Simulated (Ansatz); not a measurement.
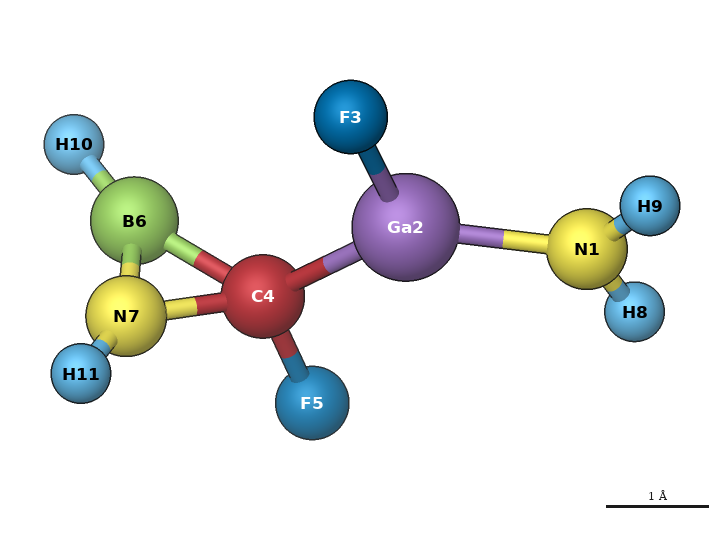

Figure made from data computed with Ansatz.

Atoms carry their numbers in the input. State: charge +1, doublet. Geometry: the geometry of the neutral molecule.

Give the bond lengths.

```
  bond  length (Å)
N1–Ga2       1.796
 N1–H8       1.005
 N1–H9       1.005
Ga2–F3       1.765
Ga2–C4       1.950
 C4–F5       1.406
 C4–B6       1.561
 C4–N7       1.425
 B6–N7       1.347
B6–H10       1.180
N7–H11       1.006
```
